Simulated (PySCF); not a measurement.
```xyz
13

C     1.9399    0.1033   -0.2129
Si    0.4254   -0.6642    0.6060
C    -1.1252   -0.9506   -0.4155
C    -1.2291    0.2972    0.4956
C    -1.2494    1.5483   -0.1446
N    -1.2194    2.5637   -0.6808
H     2.5694   -0.6537   -0.6717
H     2.5443    0.6427    0.5111
H     1.6376    0.8071   -0.9842
H     0.5879   -1.4492    1.8197
H    -1.1241   -0.7349   -1.4763
H    -1.8236   -1.7405   -0.1763
H    -1.9380    0.2314    1.3124
```

Geometry: GFN2-xTB.

Computed with PBE0/def2-SVPD, SCF density, gas phase (PySCF).

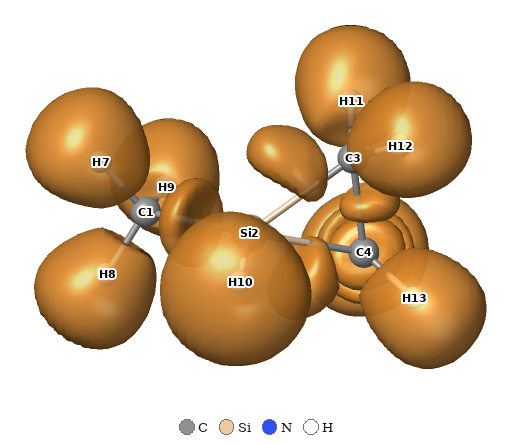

C₄H₇NSi. Isosurface of the electron localisation function at 0.8 (orange), seen from one side. Core shells and regions of very low density are left out.

Question: Where are the electrons localised?

Answer: The ELF exceeds this value in two regions between bonded C–C atoms (shared pairs), one region between bonded C–N atoms (shared pairs), two regions between bonded C–Si atoms (shared pairs), seven regions around hydrogen nuclei, one region on Si in which the atom's valence shell and bonds are merged and one lobe on N, pointing away from the bonds (lone pairs). Profiles from the grid: C–N (1.15 Å): the ELF peaks at about 0.85 between the atoms (a short, multiple covalent bond). C–C (1.41 Å): the ELF peaks at about 0.95 between the atoms; localised, covalent bonding.
